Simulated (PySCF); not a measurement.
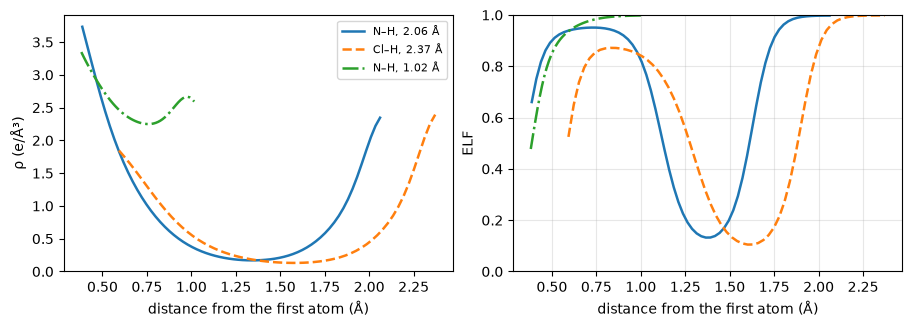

ClH12N4 (SMILES [Cl-].N.N.N.N) (charge −1). Electron density and electron localisation function along straight lines between neighbouring atoms. The curves leave out the atomic cores.

Geometry: PBE0-D3(BJ)/def2-SVPD.

Theory: PySCF, wB97M-D3(BJ)/def2-SVPD, SCF density, gas phase.

```xyz
17

Cl   -4.3520    1.4788   -2.1522
N    -1.5682    2.4489   -0.4126
H    -1.0318    2.4461   -1.2812
H    -2.4759    2.0535   -0.6880
H    -1.1317    1.7682    0.2023
N    -3.4276    4.6748   -1.6463
H    -4.1197    5.2087   -1.1282
H    -2.7189    4.3833   -0.9705
H    -3.8863    3.7913   -1.9113
N    -1.5297    2.6967   -3.5650
H    -2.3367    2.1400   -3.2503
H    -1.4804    2.5790   -4.5731
H    -1.8218    3.6602   -3.4085
N    -2.6264    6.2150   -4.2029
H    -3.0805    5.6627   -4.9264
H    -2.8724    5.7574   -3.3100
H    -1.6276    6.0743   -4.3331
```

Compare the contacts.

N6···H16 (2.06 Å): the density falls to about 0.17 e/Å³ on the way; the ELF dips to about 0.15 between them (a closed-shell contact with the geometry of a hydrogen bond).
Cl1···H9 (2.37 Å): the density falls to about 0.13 e/Å³ on the way; the ELF dips to about 0.10 between them: by its geometry a hydrogen bond between the two molecules, with no shared pair.
N–H (1.02 Å): ρ is about 2.7 e/Å³ halfway; the ELF climbs to about 1 towards the hydrogen, as it does in any bond to H: a covalent bond by its length.
